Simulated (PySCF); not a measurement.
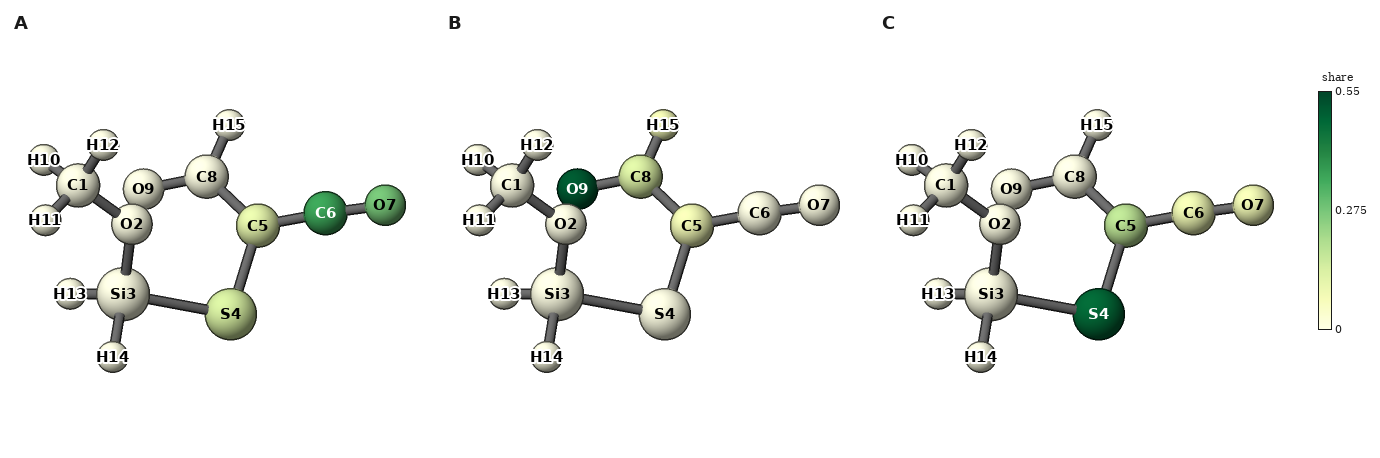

Each panel colours the atoms by their Löwdin share in one orbital (up to four of the largest shares; other atoms are shown as zero). Computed geometry: GFN2-xTB optimisation. No frequency run is at hand to confirm it as a minimum. Level of theory: ωB97X-D/def2-SVPD (PySCF 2.14.0).

### The panels show the HOMO−1, HOMO, LUMO, in some order. Which is which?

A: LUMO, −0.57 eV; C6 0.35, O7 0.28, S4 0.14, C5 0.11
B: HOMO−1, −10.06 eV; O9 0.51, C8 0.13, C5 0.08, H15 0.07
C: HOMO, −8.57 eV; S4 0.47, C5 0.18, C6 0.08, O7 0.08

The geometry is semi-empirical. Around Si such bond lengths and angles can be off by a tenth of an ångström or more and by several degrees, and values that hang on the shape move with them.
